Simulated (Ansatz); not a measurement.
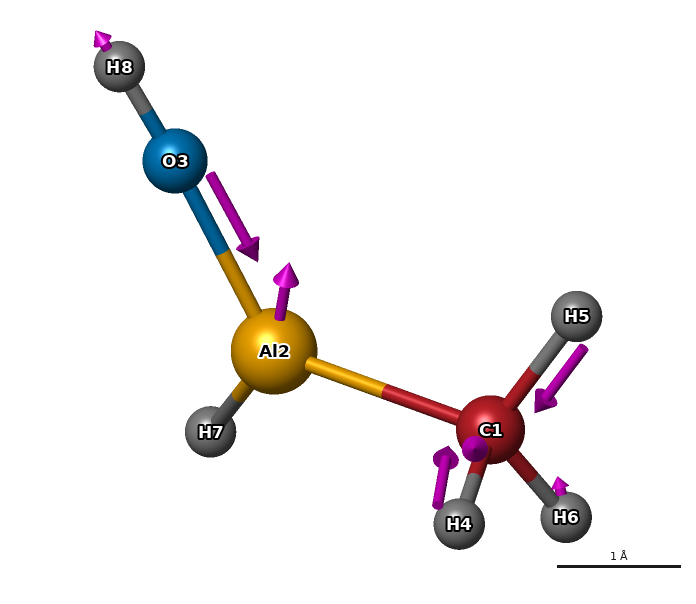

Arrows show the forces on the atoms, 0.2 Å of arrow for 1 eV/Å; forces under a tenth of the largest aren't drawn. Level of theory: PBE0-D4/def2-TZVPP (Ansatz 0.2.0).

List the force components in the frame of the picture (x right, y up, z towards the viewer), in eV/Å.

```
atom     Fx     Fy     Fz
  C1  −0.13   0.08   3.71
 Al2   0.39   2.29   1.40
  O3   1.96  −3.60  −1.04
  H4   0.43   2.44  −3.05
  H5  −2.02  −2.69  −1.76
  H6  −0.16   0.76   0.09
  H7   0.03  −0.03   0.31
  H8  −0.49   0.75   0.34
```
